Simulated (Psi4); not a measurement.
# SO (sulfur oxide): levels of theory compared

Wanted: a comparison of 4 runs (HF/6-311+G**, UPBE0/STO-3G, UCCSD(T)/cc-pVDZ-DK, UCCSD(T)/6-31+G*) of SO (sulfur oxide). 

Program for the calculation: Psi4 1.11.

8 further runs of the same task are left out: 4 that didn't finish, 4 set aside as unsound or not needed.

### 1 The system as given

SO has 2 atoms, charge 0, and is taken as a triplet. SMILES: `O=S`. The bond length is the measured one.

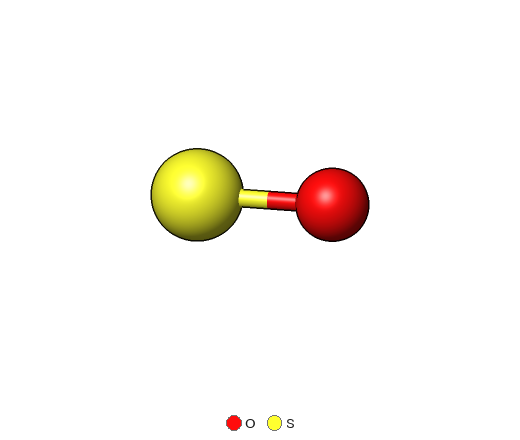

The structure, seen from a chosen angle (oxygen red, sulfur yellow).

### 2 A single-point energy at HF/6-311+G(d,p) (ddPCM dichloromethane) (run 1)

Input file job.dat:

```
memory 1600 mb

molecule {
  0 3
  O      0.00000000     0.00000000     0.00000000
  S      0.00000000     0.00000000     2.79884880
  units au
  symmetry c1
}

set basis 6-311+G**
set reference cuhf
set scf_type pk
set ddx true
set ddx_model pcm
set ddx_solvent dichloromethane
set ddx_radii_set uff

energy_value, wavefunction = energy('scf', return_wfn=True)
```

The run is started by

```sh
$ psi4 job.dat job.out -n 1
```

job.out:

```text
[...]
  Running in c1 symmetry.
[...]
  Nuclear repulsion =   45.733088546976887
[...]
  Multiplicity = 3
[...]
  Nalpha       = 13
  Nbeta        = 11
[...]
    Number of basis functions: 52
[...]
   @CUHF iter   1:  -472.28502262444931   -5.03137e-01   7.24258e-03 DIIS/ADIIS
[...]
   @CUHF iter  11:  -472.34233864937909   -1.78557e-09   1.91486e-08 DIIS
[...]
  @S^2 Observed:               2.00000
    Orbital Energies [Eh]
    ---------------------
    Alpha Occupied:
       1A    -92.077532     2A    -20.622436     3A     -9.074886
       4A     -6.763237     5A     -6.763237     6A     -6.752435
       7A     -1.439754     8A     -0.948488     9A     -0.652173
      10A     -0.652173    11A     -0.631454    12A     -0.411214
      13A     -0.411214
    Alpha Virtual:
      14A      0.072386    15A      0.083470    16A      0.095587
      17A      0.095587    18A      0.196851    19A      0.254950
      20A      0.272658    21A      0.272658    22A      0.352159
      23A      0.404931    24A      0.404931    25A      0.502245
[...]
  @CUHF Final Energy:  -472.34233864937909
   => Energetics <=
    Nuclear Repulsion Energy =             45.7330885469768873
    One-Electron Energy =                -743.2270400643039920
    Two-Electron Energy =                 225.1579517147233105
    DD Solvation Energy =                 -0.0063388467753479
    Total Energy =                       -472.3423386493791440
[...]
 Multipole Moments:
 ------------------------------------------------------------------------------------
     Multipole            Electronic (a.u.)      Nuclear  (a.u.)        Total (a.u.)
 ------------------------------------------------------------------------------------
 L = 1.  Multiply by 2.5417464519 to convert [e a0] to [Debye]
 Dipole X            :          0.0000000            0.0000000            0.0000000
 Dipole Y            :         -0.0000000            0.0000000           -0.0000000
 Dipole Z            :          1.2412589            0.0082894            1.2495483
 Magnitude           :                                                    1.2495483
[...]
```

It took 1.8 s on 1 thread of Intel Xeon 6975P-C (Granite Rapids), shared host; peak memory 0.21 GiB.

### 3 Energy and gradient at UPBE0/STO-3G (run 2)

Input file os.json:

```json
{
 "schema_name": "qcschema_input",
 "schema_version": 1,
 "molecule": {
  "schema_name": "qcschema_molecule",
  "schema_version": 2,
  "symbols": ["O", "S"],
  "geometry": [0.0, 0.0, 0.0, 0.0, 0.0, 2.7988488],
  "molecular_charge": 0,
  "molecular_multiplicity": 3,
  "fix_symmetry": "c1",
  "fix_com": true,
  "fix_orientation": true
 },
 "driver": "gradient",
 "model": {
  "method": "pbe0",
  "basis": "STO-3G"
 },
 "keywords": {
  "reference": "uks",
  "puream": true,
  "e_convergence": 1e-09,
  "d_convergence": 1e-08,
  "scf_type": "pk",
  "dft_radial_points": 99,
  "dft_spherical_points": 590,
  "maxiter": 200,
  "scf_properties": ["WIBERG_LOWDIN_INDICES", "DIPOLE", "LOWDIN_CHARGES"]
 }
}
```

The run is started by

```sh
$ psi4 --qcschema os.json -n 1 --memory 1600MB
```

stdout:

```text
[...]
  Running in c1 symmetry.
[...]
  Nuclear repulsion =   45.733088546976887
[...]
  Multiplicity = 3
[...]
  Nalpha       = 13
  Nbeta        = 11
[...]
    Number of basis functions: 14
[...]
   @UKS iter   1:  -467.63622838494155   -4.66644e-01   1.75686e-02 DIIS/ADIIS
[...]
   @UKS iter   9:  -467.69132511890854   -2.84217e-13   1.34107e-09 DIIS
[...]
   @S^2 Observed:                2.000923284E+00
[...]
    Orbital Energies [Eh]
    ---------------------
    Alpha Occupied:
       1A    -87.887383     2A    -18.963939     3A     -7.701170
       4A     -5.623121     5A     -5.615923     6A     -5.615923
       7A     -1.045086     8A     -0.573055     9A     -0.348117
      10A     -0.348117    11A     -0.319836    12A     -0.120600
      13A     -0.120600
    Alpha Virtual:
      14A      0.321075
    Beta Occupied:
[...]
  @UKS Final Energy:  -467.69132511890854
   => Energetics <=
    Nuclear Repulsion Energy =             45.7330885469768873
    One-Electron Energy =                -740.6292014921416467
    Two-Electron Energy =                 253.0812459505099241
    DFT Exchange-Correlation Energy =     -25.8764581242537055
    Empirical Dispersion Energy =           0.0000000000000000
    VV10 Nonlocal Energy =                  0.0000000000000000
    Total Energy =                       -467.6913251189085372
[...]
 Multipole Moments:
 ------------------------------------------------------------------------------------
     Multipole            Electronic (a.u.)      Nuclear  (a.u.)        Total (a.u.)
 ------------------------------------------------------------------------------------
 L = 1.  Multiply by 2.5417464519 to convert [e a0] to [Debye]
 Dipole X            :          0.0000000            0.0000000            0.0000000
 Dipole Y            :         -0.0000000            0.0000000           -0.0000000
 Dipole Z            :        -44.5058033           44.7815808            0.2757775
 Magnitude           :                                                    0.2757775
[...]
  -Total Gradient:
     Atom            X                  Y                   Z
    ------   -----------------  -----------------  -----------------
       1       -0.000000000000     0.000000000000     0.149338051653
       2       -0.000000000000     0.000000000000    -0.149339459422
[...]
```

The result, in JSON:

```text
{
 "driver": "gradient",
 "model": {
  "method": "pbe0",
  "basis": "STO-3G"
 },
 "success": true,
 "return_result": [-1.8373398384141077e-14, 1.0189948346580826e-15, 0.1493380516530192, -4.361016468946567e-15, 1.161582620637307e-13, -0.14933945942198315],
 "properties": {
  "calcinfo_nbasis": 14,
  "calcinfo_nmo": 14,
  "calcinfo_nalpha": 13,
  "calcinfo_nbeta": 11,
  "calcinfo_natom": 2,
  "nuclear_repulsion_energy": 45.73308854697689,
  "return_energy": -467.69132511890854,
  "return_gradient": [-1.8373398384141077e-14, 1.0189948346580826e-15, 0.1493380516530192, -4.361016468946567e-15, 1.161582620637307e-13, -0.14933945942198315],
  "scf_one_electron_energy": -740.6292014921416,
  "scf_two_electron_energy": 253.08124595050992,
  "scf_xc_energy": -25.876458124253706,
  "scf_dipole_moment": [9.668449540565946e-16, -5.403669291911003e-16, 0.27577748627405185],
  "scf_total_energy": -467.69132511890854,
  "scf_total_gradient": [-1.8373398384141077e-14, 1.0189948346580826e-15, 0.1493380516530192, -4.361016468946567e-15, 1.161582620637307e-13, -0.14933945942198315],
  "scf_iterations": 9
 }
}
```

Wall time 2.2 s (1 thread of Intel Xeon 6975P-C (Granite Rapids), shared host); peak memory 0.24 GiB.

Run 3 isn't shown in full; the table further down has it.

### 4 A single-point energy at UCCSD(T)/6-31+G(d) (spherical functions) (run 4)

Input file os.py:

```python
import psi4

psi4.set_memory('1600 MB')
psi4.set_num_threads(1)
psi4.set_output_file('psi4.out', False)

m = psi4.geometry("""
0 3
O
S 1 1.481087
units angstrom
symmetry c1
no_reorient
no_com
""")

psi4.set_options({
    'basis': '6-31+G*',
    'reference': 'uhf',
    'puream': True,
    'e_convergence': 1e-09,
    'd_convergence': 1e-08,
    'scf_type': 'pk',
    'num_frozen_docc': 6,
    'maxiter': 200,
})

energy_value = psi4.energy('ccsd(t)', molecule=m)
print('E =', round(energy_value, 9))
for k, v in sorted(psi4.core.scalar_variables().items()):
    print(f'{k:45s} {v:18.10f}')
```

The run is started by

```sh
$ python os.py
```

psi4.out:

```text
[...]
  Running in c1 symmetry.
[...]
  Nuclear repulsion =   45.733088580049667
[...]
  Multiplicity = 3
[...]
  Nalpha       = 13
  Nbeta        = 11
[...]
    Number of basis functions: 40
[...]
   @UHF iter   1:  -472.25848957787332   -4.77031e-01   9.35294e-03 ADIIS/DIIS
[...]
   @UHF iter  14:  -472.33095528705496   -1.13687e-13   3.28809e-09 DIIS
[...]
   @S^2 Observed:                2.043250532E+00
[...]
    Orbital Energies [Eh]
    ---------------------
    Alpha Occupied:
       1A    -92.059076     2A    -20.666638     3A     -9.066229
       4A     -6.754456     5A     -6.754456     6A     -6.742726
       7A     -1.470647     8A     -0.954192     9A     -0.685961
      10A     -0.685961    11A     -0.644603    12A     -0.426695
      13A     -0.426695
    Alpha Virtual:
      14A      0.073023    15A      0.076563    16A      0.102603
      17A      0.102603    18A      0.225192    19A      0.265447
      20A      0.288921    21A      0.288921    22A      0.385308
      23A      0.607602    24A      0.607602    25A      0.639896
[...]
  @UHF Final Energy:  -472.33095528705496
   => Energetics <=
    Nuclear Repulsion Energy =             45.7330885800496674
    One-Electron Energy =                -743.1415668657534752
    Two-Electron Energy =                 225.0775229986489023
    Total Energy =                       -472.3309552870549624
  UHF NO Occupations:
  HONO-2 :   11  A 1.9922935
  HONO-1 :   12  A 1.0000000
[...]
 Multipole Moments:
 ------------------------------------------------------------------------------------
     Multipole            Electronic (a.u.)      Nuclear  (a.u.)        Total (a.u.)
 ------------------------------------------------------------------------------------
 L = 1.  Multiply by 2.5417464519 to convert [e a0] to [Debye]
 Dipole X            :         -0.0000000            0.0000000           -0.0000000
 Dipole Y            :         -0.0000000            0.0000000           -0.0000000
 Dipole Z            :          0.8288355            0.0082894            0.8371249
 Magnitude           :                                                    0.8371249
[...]
      * MP2 total energy                      = -472.616147136676659
[...]
      * CCSD total energy                     = -472.627879797175694
[...]
      * CCSD(T) total energy                     = -472.637549774575177
```

It took 2.2 s on 1 thread of Intel Xeon 6975P-C (Granite Rapids), shared host; peak memory 0.2 GiB.

### 5 All runs side by side

```csv
run,level,task,radii,energy (Eh),HOMO energy (eV),LUMO energy (eV),⟨S²⟩,wall time
1,HF/6-311+G** (ddPCM dichloromethane),energy,UFF,-472.342339,-11.19,0.62,2.000,1.8 s
2,UPBE0/STO-3G,gradient,–,-467.691325,-3.28,1.69,2.001,2.2 s
3,"UCCSD(T)/cc-pVDZ-DK (DKH2, Cholesky decomposition)",energy,–,-473.801947,-11.36,1.56,2.037,2.7 s
4,UCCSD(T)/6-31+G* (spherical functions),energy,–,-472.637550,-11.61,0.77,2.043,2.2 s
```

### 6 Summary of results

| quantity | value |
| --- | --- |
| run 4: total energy | -472.63755 Eh |
| run 4: HOMO energy (Hartree–Fock orbitals) (highest over α and β) | -11.61 eV |
| run 4: LUMO energy (Hartree–Fock orbitals) (lowest over α and β) | 0.77 eV |
| run 4: correlation energy (6 core orbitals frozen) | -306.6 mEh |
| run 4: (T) correction | -9.67 mEh |
| run 4: ⟨S²⟩ of the reference determinant | 2.043 |
| run 4: T1 diagnostic | 0.026 |

In words: Some runs of one species differ in core potentials or relativity; totals across that change don't compare. In run 2 the basis is minimal, so the values are rough. All runs together took 8.9 s, the longest 2.7 s.
